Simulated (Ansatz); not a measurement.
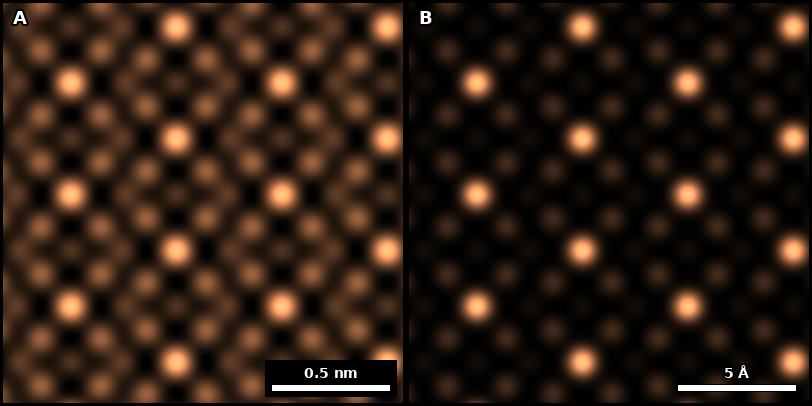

Two simulated images of the same area of Al₄AsN₃ (I-42m, No. 121) along [100], with a probe of 0.96 Å. One is incoherent Z contrast (Z^1.6 per atom), the other the projected potential of neutral atoms blurred by the probe (iDPC-like, thin sample). Brightness is counted from the darkest point of the image. Atomic positions: the end point of a relaxation with Ansatz 0.2.0, DFT, PBE, plane waves, PAW; the starting structure was generated, so it need not be a known form of this composition.

### Which panel is which, and how can one tell?

B is the Z-contrast image and A the potential image. The columns of 1 N per repeat reach about 6 % of the brightest peak (1 As) in B but about 28 % in A, mainly since the potential grows much more slowly with atomic number. The N columns show clearly in A alone.
